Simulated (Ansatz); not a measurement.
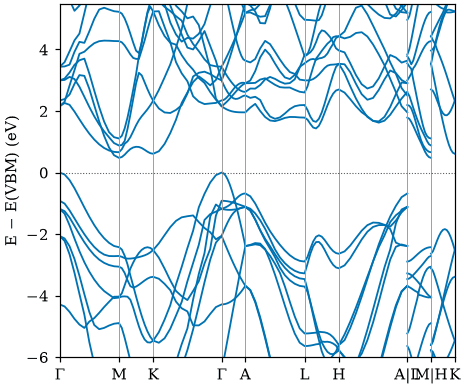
*Band structure from DFT-PBE in the program Ansatz with PAW potentials*

### Question
Read off the gap and where the band edges lie.

### Answer
About 0.5 eV (0.48 eV by a search for the band edges); maximum at Γ, minimum at M.

The material is BAs in space group P6_222 (No. 180; B on 3d, As on 3c).

A made-up cell: these elements were put on the sites of a structure type; neither database checked (COD, Materials Project) lists it. It is not the phase usual at ambient conditions (space group No. 216). Symmetry was held in the PBE relaxation; its stability against distortions is not shown here. Scalar-relativistic: spin–orbit coupling is off unless named, which matters more the heavier the elements.

Potentials: the later of the program's two PAW sets.
